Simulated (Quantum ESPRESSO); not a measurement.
# K2Pt (Fm-3m): from the cell to the phonon bands, part 2 of 3

Wanted: phonon bands, density of states and zone-centre response of K2Pt (Fm-3m).

Quantum ESPRESSO 7.5; DFT LDA, scalar-relativistic, plane waves, PseudoDojo norm-conserving pseudopotentials.

So far. Step 2 (A probe with smearing): A gap of 1.3 eV opens on this mesh, so the crystal is taken as an insulator; the start stands at -1.9 GPa. Step 4 (Self-consistent run for the response): The cell stands at -0.0030 GPa, close enough for phonons. The relaxed cell has a = 7.273 Å (conventional setting).

## Step 5: Phonons on a q mesh

Linear response treats each wavevector in the unit cell, with no supercell; the 2×2×2 mesh fixes the range of the force constants to be had.

ph.in

```
phonons
&INPUTPH
  prefix = 'x'
  outdir = './tmp'
  fildyn = 'x.dyn'
  tr2_ph = 1.0d-18
  epsil  = .true.
  ldisp  = .true.
  nq1    = 2
  nq2    = 2
  nq3    = 2
/
```

Command:

```console
OMP_NUM_THREADS=1 mpirun -n 4 ph.x -nk 4 -in ph.in > ph.out
```

Numbers of over 12 decimals in the logs are rounded to 6 here.

Output:

```text
[banners, grids, parts of the stress and lines that vanish by symmetry left out]
[banner, memory and clock lines left out]
Program PHONON v.7.5

[...]
Exchange-correlation= PW
                           (   1   4   0   0   0   0   0)
[...]
(   3 q-points):
[...]
kinetic-energy cut-off    =      84.0000  Ry
     charge density cut-off    =     336.0000  Ry
     convergence threshold     =      1.0E-18
[...]
Exchange-correlation= PW
                           (   1   4   0   0   0   0   0)
[...]
q = (   0.0000000   0.0000000   0.0000000 )
     49 Sym.Ops. (with q -> -q+G )
     G cutoff =  803.9481  (  67337 G-vectors)     FFT grid: ( 60, 60, 60)
     number of k points=    16
[...]
Mode symmetry, O_h (m-3m)  point group:
[...]
Dielectric constant
[...]
End of electric fields calculation
          Dielectric constant in cartesian axis
          (       5.130297929      -0.000000000      -0.000000000 )
          (      -0.000000000       5.130297929      -0.000000000 )
          (      -0.000000000      -0.000000000       5.130297929 )
          Effective charges (d Force / dE) in cartesian axis without acoustic sum rule applied (asr)
           atom    1  K     Mean Z*:        0.90250
      Ex  (        0.90250        0.00000       -0.00000 )
      Ey  (        0.00000        0.90250        0.00000 )
      Ez  (       -0.00000        0.00000        0.90250 )
           atom    2  K     Mean Z*:        0.90250
      Ex  (        0.90250        0.00000       -0.00000 )
      Ey  (        0.00000        0.90250       -0.00000 )
      Ez  (       -0.00000       -0.00000        0.90250 )
           atom    3  Pt    Mean Z*:       -1.80647
      Ex  (       -1.80647       -0.00000       -0.00000 )
      Ey  (       -0.00000       -1.80647        0.00000 )
      Ez  (       -0.00000        0.00000       -1.80647 )
          Effective charges Sum: Mean:       -0.00147
[...]
Effective charges (d Force / dE) in cartesian axis with asr applied:
           atom    1  K     Mean Z*:        0.90299
[...]
atom    2  K     Mean Z*:        0.90299
[...]
atom    3  Pt    Mean Z*:       -1.80598
[...]
Representation #   1 modes #   1   2   3
[...]
End of self-consistent calculation
     Convergence has been achieved
     Representation #   2 modes #   4   5   6
[...]
End of self-consistent calculation
     Convergence has been achieved
     Representation #   3 modes #   7   8   9
[...]
End of self-consistent calculation
     Convergence has been achieved
[...]
Dielectric constant in cartesian axis
          (       5.130297929      -0.000000000      -0.000000000 )
          (      -0.000000000       5.130297929      -0.000000000 )
          (      -0.000000000      -0.000000000       5.130297929 )
          Effective charges (d Force / dE) in cartesian axis without acoustic sum rule applied (asr)
           atom    1  K     Mean Z*:        0.90250
      Ex  (        0.90250        0.00000       -0.00000 )
      Ey  (        0.00000        0.90250        0.00000 )
      Ez  (       -0.00000        0.00000        0.90250 )
           atom    2  K     Mean Z*:        0.90250
      Ex  (        0.90250        0.00000       -0.00000 )
      Ey  (        0.00000        0.90250       -0.00000 )
      Ez  (       -0.00000       -0.00000        0.90250 )
           atom    3  Pt    Mean Z*:       -1.80647
      Ex  (       -1.80647       -0.00000       -0.00000 )
      Ey  (       -0.00000       -1.80647        0.00000 )
      Ez  (       -0.00000        0.00000       -1.80647 )
          Effective charges Sum: Mean:       -0.00147
[...]
Effective charges (d Force / dE) in cartesian axis with asr applied:
           atom    1  K     Mean Z*:        0.90299
[...]
atom    2  K     Mean Z*:        0.90299
[...]
atom    3  Pt    Mean Z*:       -1.80598
[...]
Effective charges (d P / du) in cartesian axis
[...]
q = (    0.000000000   0.000000000   0.000000000 )
[...]
freq (    1) =      -0.048106 [THz] =      -1.604635 [cm-1]
     freq (    2) =      -0.048106 [THz] =      -1.604635 [cm-1]
     freq (    3) =      -0.048106 [THz] =      -1.604635 [cm-1]
     freq (    4) =       3.065582 [THz] =     102.256813 [cm-1]
     freq (    5) =       3.065582 [THz] =     102.256813 [cm-1]
     freq (    6) =       3.065582 [THz] =     102.256813 [cm-1]
     freq (    7) =       3.797631 [THz] =     126.675326 [cm-1]
     freq (    8) =       3.797631 [THz] =     126.675326 [cm-1]
     freq (    9) =       3.797631 [THz] =     126.675326 [cm-1]
[...]
Mode symmetry, O_h (m-3m)  point group:
     freq (   1-   3) =         -1.6  [cm-1]   --> T_1u G_15  G_4- I
     freq (   4-   6) =        102.3  [cm-1]   --> T_1u G_15  G_4- I
     freq (   7-   9) =        126.7  [cm-1]   --> T_2g G_25' G_5+ R
[...]
Mode symmetry, D_3d (-3m)  point group:
[...]
Representation #   1 mode #   1
[...]
End of self-consistent calculation
     Convergence has been achieved
     Representation #   2 modes #   2   3
[...]
Convergence has been achieved
     Representation #   3 mode #   4
[...]
Convergence has been achieved
     Representation #   4 mode #   5
[...]
Convergence has been achieved
     Representation #   5 modes #   6   7
[...]
Convergence has been achieved
     Representation #   6 modes #   8   9
[...]
Convergence has been achieved
[...]
q = (    0.353553391  -0.353553391   0.353553391 )
[...]
freq (    1) =       1.062398 [THz] =      35.437790 [cm-1]
     freq (    2) =       1.062398 [THz] =      35.437790 [cm-1]
     freq (    3) =       1.993883 [THz] =      66.508773 [cm-1]
     freq (    4) =       3.383107 [THz] =     112.848290 [cm-1]
     freq (    5) =       3.388786 [THz] =     113.037728 [cm-1]
[...]
Mode symmetry, D_3d (-3m)  point group:
     freq (   1-   2) =         35.4  [cm-1]   --> E_u  L_3'
     freq (   3-   3) =         66.5  [cm-1]   --> A_2u L_2'
     freq (   4-   4) =        112.8  [cm-1]   --> A_2u L_2'
     freq (   5-   6) =        113.0  [cm-1]   --> E_g  L_3
     freq (   7-   8) =        114.0  [cm-1]   --> E_u  L_3'
     freq (   9-   9) =        131.8  [cm-1]   --> A_1g L_1
[...]
Mode symmetry, D_4h(4/mmm) point group:
[...]
Representation #   1 mode #   1
[...]
Convergence has been achieved
     Representation #   2 modes #   2   3
[...]
Convergence has been achieved
     Representation #   3 mode #   4
[...]
Convergence has been achieved
     Representation #   4 mode #   5
[...]
Convergence has been achieved
     Representation #   5 modes #   6   7
[...]
End of self-consistent calculation
     Convergence has been achieved
     Representation #   6 modes #   8   9
[...]
End of self-consistent calculation
     Convergence has been achieved
[...]
q = (    0.000000000  -0.707106781   0.000000000 )
[...]
freq (    2) =       1.434912 [THz] =      47.863521 [cm-1]
     freq (    3) =       1.969911 [THz] =      65.709147 [cm-1]
     freq (    4) =       2.080356 [THz] =      69.393207 [cm-1]
     freq (    5) =       2.482315 [THz] =      82.801113 [cm-1]
     freq (    6) =       2.482315 [THz] =      82.801113 [cm-1]
     freq (    7) =       4.024941 [THz] =     134.257565 [cm-1]
     freq (    8) =       4.024941 [THz] =     134.257565 [cm-1]
     freq (    9) =       4.819523 [THz] =     160.761988 [cm-1]
[...]
Mode symmetry, D_4h(4/mmm) point group:
     freq (   1-   2) =         47.9  [cm-1]   --> E_u  X_5' M_5'
     freq (   3-   3) =         65.7  [cm-1]   --> A_2u X_4' M_4'
     freq (   4-   4) =         69.4  [cm-1]   --> B_1u X_2' M_2'
     freq (   5-   6) =         82.8  [cm-1]   --> E_g  X_5  M_5
     freq (   7-   8) =        134.3  [cm-1]   --> E_u  X_5' M_5'
     freq (   9-   9) =        160.8  [cm-1]   --> A_1g X_1  M_1
```

Run time: 19 min. Hardware: 4 MPI ranks of AMD EPYC 9R14 (Zen 4), shared host; 77 min of CPU time.

Numbers from this step:

* miss of the charge sum rule: 0.001470 e
* largest acoustic frequency at the zone centre before the sum rule: -1.6 cm⁻¹
* highest optical zone-centre mode (no LO-TO term): 126.7 cm⁻¹
* lowest optical zone-centre mode: 102.3 cm⁻¹
* mean high-frequency dielectric constant: 5.130
* largest Born charge in size (third of the trace): 1.806 e
* lowest mode on the q mesh (acoustic ones at the zone centre apart): 35.44 cm⁻¹

Frequencies (cm⁻¹) at each irreducible wavevector; negative means imaginary. Frequencies by wavevector:

| q (fractions) | star | mode 1 | mode 2 | mode 3 | mode 4 | mode 5 | mode 6 | mode 7 | mode 8 | mode 9 |
| --- | --- | --- | --- | --- | --- | --- | --- | --- | --- | --- |
| 0 0 0 | 1 | -1.6 | -1.6 | -1.6 | 102.3 | 102.3 | 102.3 | 126.7 | 126.7 | 126.7 |
| 0 0 -0.5 | 4 | 35.44 | 35.44 | 66.51 | 112.8 | 113 | 113 | 114 | 114 | 131.8 |
| 0 -0.5 -0.5 | 3 | 47.86 | 47.86 | 65.71 | 69.39 | 82.8 | 82.8 | 134.3 | 134.3 | 160.8 |

Born charge (rows field, columns displacement), before the sum rule (e), principal values of the symmetric part by kind of site:

| atom | atoms with these values | low | middle | high | mean |
| --- | --- | --- | --- | --- | --- |
| K1 | 2 | 0.90 | 0.90 | 0.90 | 0.90 |
| Pt3 | 1 | -1.81 | -1.81 | -1.81 | -1.81 |

In full for Pt3:

```
-1.81  0.00  0.00
 0.00 -1.81  0.00
 0.00  0.00 -1.81
```

High-frequency dielectric tensor:

```
5.13 0.00 0.00
0.00 5.13 0.00
0.00 0.00 5.13
```

The acoustic modes at Γ come out as far as 1.6 cm⁻¹ from zero, where they should vanish, a small numerical error; the Born charges miss their sum rule by 0.0015 e, which is good.

## Step 6: Fourier transform to real space

The dynamical matrices of the mesh are Fourier-transformed to force constants in real space, after the long-range dipole part is taken out.

q2r.in

```
&INPUT
  fildyn = 'x.dyn'
  zasr   = 'crystal'
  flfrc  = 'x.fc'
/
```

Command:

```console
q2r.x < q2r.in > q2r.out
```

Output:

```text
[banners, grids, parts of the stress and lines that vanish by symmetry left out]
[banner, memory and clock lines left out]
Program Q2R v.7.5

  reading grid info from file x.dyn0

  reading force constants from file x.dyn1
 macroscopic fields = T
   5.13030  -0.00000  -0.00000
  -0.00000   5.13030  -0.00000
[...]
na=            1
[...]
na=            2
[...]
na=            3
[...]
-0.00000  -1.80647   0.00000
  -0.00000   0.00000  -1.80647
  Norm of the difference between old and new effective charges:    0.00147067
  alpha Ewald:    2.392703
  nqs=            1
 q=   0.00000000  0.00000000  0.00000000
  reading force constants from file x.dyn2
  alpha Ewald:    2.392703
  nqs=            4
 q=   0.35355339 -0.35355339  0.35355339
[...]
reading force constants from file x.dyn3
  alpha Ewald:    2.392703
  nqs=            3
[...]
q=  -0.70710678  0.00000000  0.00000000
 q=   0.00000000  0.00000000  0.70710678

      q-space grid ok, #points =    8

      fft-check warning: sum of imaginary terms = 1.004710E-09
```

It took 0.76 s on 1 thread.

## Step 7: Interpolated phonon bands

From the force constants any wavevector is cheap; points of the mesh come back as solved, but for the sum rule and, in polar crystals, the LO-TO term at Γ; the rest is interpolation.

matdyn.in

```
&INPUT
  asr              = 'crystal'
  flfrc            = 'x.fc'
  flfrq            = 'x.freq'
  flvec            = 'x.modes'
  q_in_band_form   = .true.
  q_in_cryst_coord = .true.
/
8
  0.0000000   0.0000000   0.0000000  12  ! GAMMA
 -0.0000000   0.5000000   0.5000000  12  ! X
 -0.0000000   0.6250000   0.3750000   1  ! U
 -0.3750000   0.3750000   0.0000000  12  ! K
  0.0000000   0.0000000   0.0000000  12  ! GAMMA
 -0.0000000   0.5000000   0.0000000  12  ! L
 -0.2500000   0.5000000   0.2500000  12  ! W
 -0.0000000   0.5000000   0.5000000   1  ! X
```

Command:

```console
matdyn.x -in matdyn.in > matdyn.out
```

Output:

```text
[banner, memory and clock lines left out]
Program MATDYN v.7.5

 mass for atomic type   1 not given; uses mass from file x.fc
 mass for atomic type   2 not given; uses mass from file x.fc
 Norm of the difference between old and new effective charges:    1.6141e-16

 Norm of the difference between old and new force-constants:   1.20428e-05
```

Elapsed: 0.8 s, on 1 thread.

This step gave:

* lowest frequency on the path: 0 cm⁻¹

Matdyn.x, sum rule crystal. Phonon branches along the path, in cm⁻¹:

| point | branch 1 | branch 2 | branch 3 | branch 4 | branch 5 | branch 6 | branch 7 | branch 8 | branch 9 |
| --- | --- | --- | --- | --- | --- | --- | --- | --- | --- |
| Γ | 0 | 0 | 0 | 102 | 102 | 127 | 127 | 127 | 128 |
| X | 48 | 48 | 66 | 69 | 83 | 83 | 134 | 134 | 161 |
| U | 46 | 55 | 58 | 73 | 88 | 95 | 131 | 133 | 154 |
| jump to K | 46 | 55 | 58 | 73 | 88 | 95 | 131 | 133 | 154 |
| Γ | 0 | 0 | 0 | 102 | 102 | 127 | 127 | 127 | 128 |
| L | 35 | 35 | 66 | 113 | 113 | 113 | 114 | 114 | 132 |
| W | 51 | 56 | 56 | 73 | 80 | 113 | 113 | 147 | 148 |
| X | 48 | 48 | 66 | 69 | 83 | 83 | 134 | 134 | 161 |

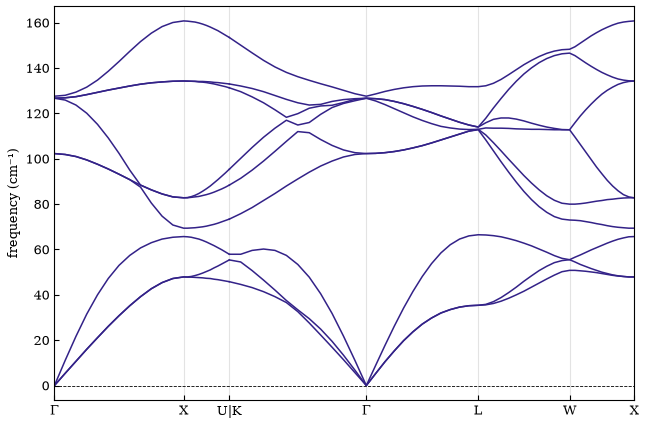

Phonon branches along the path.

All branches are real along the path.

## Step 8: Density of states

Sums over the zone need many more wavevectors than were solved, so the interpolation is sampled on a dense mesh.

matdyn.in

```
&INPUT
  asr    = 'crystal'
  flfrc  = 'x.fc'
  dos    = .true.
  fldos  = 'x.dos'
  nk1    = 11
  nk2    = 11
  nk3    = 11
  deltaE = 0.3
/
```

Command:

```console
matdyn.x -in matdyn.in > matdyn.out
```

Output:

```text
[banner, memory and clock lines left out]
Program MATDYN v.7.5

 mass for atomic type   1 not given; uses mass from file x.fc
 mass for atomic type   2 not given; uses mass from file x.fc
 Norm of the difference between old and new effective charges:    1.6141e-16

 Norm of the difference between old and new force-constants:   1.20428e-05
```

Run time: 4.5 s. Hardware: 1 thread.

Read from the output:

```yaml
share_of_modes_beyond_3i_cm_minus1_on_the_dense_interpolated_mesh: 0
zero_point_energy_per_atom: 17.07 meV
heat_capacity_at_300_k: 24.48 J/(mol atoms K)
vibrational_entropy_at_300_k: 48.28 J/(mol atoms K)
```

The phonon density of states has structure finer than the step of the table below, so its rows give means over 10 cm⁻¹, whole bins alone (the curve runs from 0 to 160 cm⁻¹). Peaks (cm⁻¹: height): total 45.9: 0.114, 61.2: 0.186, 99.9: 0.0886, 126.0: 0.118, 134.1: 0.148; K 99.9: 0.0793, 126.0: 0.114, 134.1: 0.141; Pt 45.9: 0.103, 61.2: 0.180.

Tetrahedra. Table of phonon density of states by wavenumber; means over each step; values in 1/cm⁻¹/cell:

| wavenumber (cm⁻¹) | total | K | Pt |
| --- | --- | --- | --- |
| 10 | 0.00164 | 4.4e-4 | 0.00120 |
| 20 | 0.0101 | 0.00249 | 0.00760 |
| 30 | 0.0353 | 0.00698 | 0.0283 |
| 40 | 0.0991 | 0.0135 | 0.0856 |
| 50 | 0.0701 | 0.00665 | 0.0635 |
| 60 | 0.0818 | 0.00316 | 0.0786 |
| 70 | 0.0117 | 0.0100 | 0.00165 |
| 80 | 0.0457 | 0.0445 | 0.00125 |
| 90 | 0.0815 | 0.0759 | 0.00555 |
| 100 | 0.0848 | 0.0763 | 0.00848 |
| 110 | 0.0696 | 0.0644 | 0.00522 |
| 120 | 0.0781 | 0.0739 | 0.00419 |
| 130 | 0.113 | 0.108 | 0.00506 |
| 140 | 0.0764 | 0.0735 | 0.00288 |
| 150 | 0.0342 | 0.0336 | 5.1e-4 |

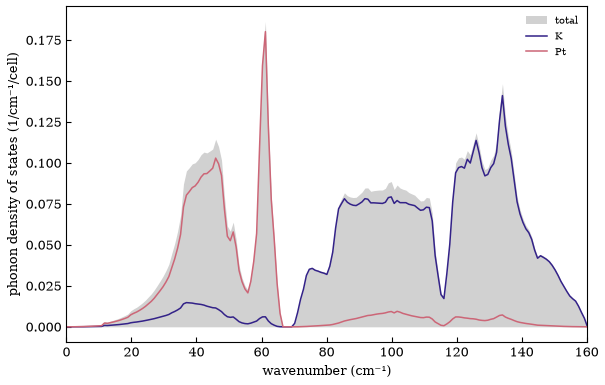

Phonon density of states, plotted against wavenumber.

Harmonic thermodynamic functions per atom, summed over the density of states scaled to three modes an atom; melting is ignored. Thermodynamic functions:

| T (K) | F_vib (meV/atom) | S (J/mol-atom/K) | C_V (J/mol-atom/K) |
| --- | --- | --- | --- |
| 0 | 17.07 | 0 | 0 |
| 50 | 15.2 | 9.952 | 14.51 |
| 100 | 6.59 | 22.62 | 21.27 |
| 200 | -25.85 | 38.46 | 23.93 |
| 300 | -71.12 | 48.28 | 24.48 |
| 400 | -125 | 55.36 | 24.68 |
| 500 | -185.3 | 60.88 | 24.77 |
| 600 | -250.8 | 65.4 | 24.83 |
| 700 | -320.7 | 69.23 | 24.86 |
| 800 | -394.2 | 72.55 | 24.88 |
| 900 | -470.9 | 75.48 | 24.89 |
| 1000 | -550.5 | 78.1 | 24.9 |

At 300 K the heat capacity has reached 98 % of the Dulong-Petit value.

## Step 9: Zone-centre analysis

A rigid shift of the crystal must cost nothing, but grids and finite bases break this; the acoustic sum rule is imposed before the matrix is diagonalised again. With Born charges the intensities follow, and the static dielectric tensor.

dynmat.in

```
&INPUT
  fildyn = 'x.dyn1'
  asr    = 'simple'
  fileig = 'dynmat.eig'
  lperm  = .true.
/
```

Command:

```console
dynmat.x -in dynmat.in > dynmat.out
```

Output:

```text
[banner, memory and clock lines left out]
Program DYNMAT v.7.5

     Reading Dynamical Matrix from file x.dyn1
     ...Force constants read
     ...epsilon and Z* read
     A direction for q was not specified:TO-LO splitting will be absent

     Polarizability (A^3 units)
     multiply by 0.420740 for Clausius-Mossotti correction
        31.617871   -0.000000   -0.000000
        -0.000000   31.617871   -0.000000
        -0.000000   -0.000000   31.617871

     IR activities are in (D/A)^2/amu units

# mode   [cm-1]    [THz]      IR
    1     -0.00   -0.0000    0.0000
    2     -0.00   -0.0000    0.0000
    3      0.00    0.0000    0.0000
    4    102.28    3.0661    1.3480
    5    102.28    3.0661    1.3480
    6    102.28    3.0661    1.3480
    7    126.69    3.7982    0.0000
    8    126.69    3.7982    0.0000
    9    126.69    3.7982    0.0000

Electronic dielectric permittivity tensor (relative, adimensional)
         5.130298   -0.000000   -0.000000
        -0.000000    5.130298   -0.000000
        -0.000000   -0.000000    5.130298

 ... with zone-center polar mode contributions
         7.987538   -0.000000   -0.000000
        -0.000000    7.987538    0.000000
        -0.000000    0.000000    7.987538

[end of the log left out, with the tail of the file of modes that dynmat.x writes under the same name]
```

The job ended after 0.72 s (1 thread).

Numbers from this step:

```yaml
mean_static_dielectric_constant: 7.987
```

Unit eigenvectors of the mass-weighted matrix after the sum rule; no LO-TO term. Modes at Γ, with each element's share of the kinetic energy:

| mode | frequency (cm⁻¹) | symmetry | K % | Pt % |
| --- | --- | --- | --- | --- |
| 1 | 0.0 | acoustic | 29 | 71 |
| 2 | 0.0 | acoustic | 29 | 71 |
| 3 | 0.0 | acoustic | 29 | 71 |
| 4 | 102.3 | T1u | 71 | 29 |
| 5 | 102.3 | T1u | 71 | 29 |
| 6 | 102.3 | T1u | 71 | 29 |
| 7 | 126.7 | T2g | 100 | 0 |
| 8 | 126.7 | T2g | 100 | 0 |
| 9 | 126.7 | T2g | 100 | 0 |

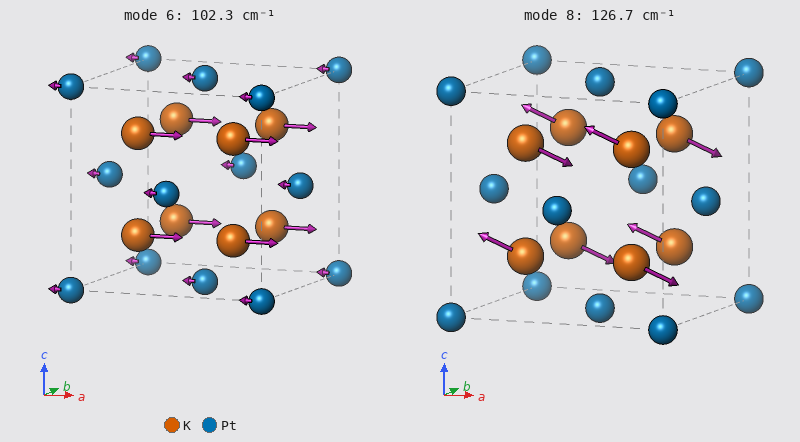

Displacement patterns of modes 6 and 8 at Γ; arrows are exaggerated. Some periodic images of atoms are drawn too.

Degenerate modes summed, no LO-TO term. Infrared lines, with heights relative to the strongest:

| position (cm⁻¹) | lines merged | label | IR intensity, relative |
| --- | --- | --- | --- |
| 102 | 3 | T1u | 100 |
| 127 | 3 | T2g | 0.0 |

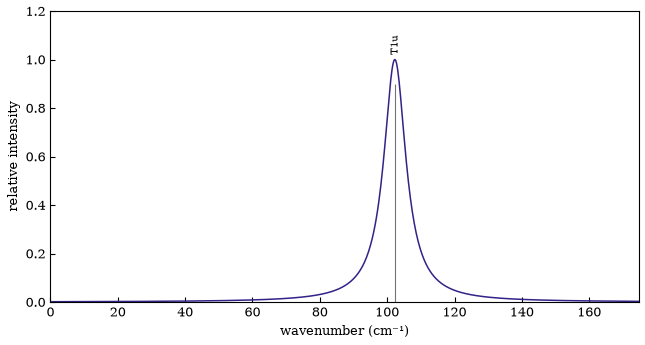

The infrared spectrum, broadened with Lorentzians of width 8 cm⁻¹; bars mark the lines.

Static dielectric tensor (ions relaxed, fixed cell):

```
7.99 0.00 0.00
0.00 7.99 0.00
0.00 0.00 7.99
```

The rule moves no optical mode by more than 0.1 cm⁻¹.

## Step 10: Sum rules set otherwise (asr no)

Without the rule the raw error of the acoustic modes shows.

dynmat.in

```
&INPUT
  fildyn = 'x.dyn1'
  asr    = 'no'
  fileig = 'dynmat.eig'
  lperm  = .true.
/
```

Command:

```console
dynmat.x -in dynmat.in > dynmat.out
```

Output:

```text
[banner, memory and clock lines left out]
Program DYNMAT v.7.5

     Reading Dynamical Matrix from file x.dyn1
     ...Force constants read
     ...epsilon and Z* read
     A direction for q was not specified:TO-LO splitting will be absent

     Polarizability (A^3 units)
     multiply by 0.420740 for Clausius-Mossotti correction
        31.617871   -0.000000   -0.000000
        -0.000000   31.617871   -0.000000
        -0.000000   -0.000000   31.617871

     IR activities are in (D/A)^2/amu units

# mode   [cm-1]    [THz]      IR
    1     -1.60   -0.0481    0.0000
    2     -1.60   -0.0481    0.0000
    3     -1.60   -0.0481    0.0000
    4    102.26    3.0656    1.3472
    5    102.26    3.0656    1.3472
    6    102.26    3.0656    1.3472
    7    126.68    3.7976    0.0000
    8    126.68    3.7976    0.0000
    9    126.68    3.7976    0.0000

Electronic dielectric permittivity tensor (relative, adimensional)
         5.130298   -0.000000   -0.000000
        -0.000000    5.130298   -0.000000
        -0.000000   -0.000000    5.130298

 ... with zone-center polar mode contributions
         7.986796    0.000000   -0.000000
         0.000000    7.986796    0.000000
        -0.000000    0.000000    7.986796

[end of the log left out, with the tail of the file of modes that dynmat.x writes under the same name]
```

Run time: 0.71 s. Hardware: 1 thread.

Zone-centre frequencies as printed; negative means imaginary. Modes:

| mode | frequency (cm⁻¹) |
| --- | --- |
| 1 | -1.6 |
| 2 | -1.6 |
| 3 | -1.6 |
| 4 | 102.3 |
| 5 | 102.3 |
| 6 | 102.3 |
| 7 | 126.7 |
| 8 | 126.7 |
| 9 | 126.7 |

Against the first rule no mode moves by more than 1.7 cm⁻¹.

[end of part 2 of 3]

[Host names and launcher messages were left out of these logs when they were recorded.]

[Logs are printed without paths, hosts, clocks, repeated set-up lines and the standing remarks that a program may print on its own settings, such as how far it seeks lower states.]

[Hosts, paths, dates, database ids (printed as entryN), source tags and the programs' standing remarks are cut or masked in the printed files.]
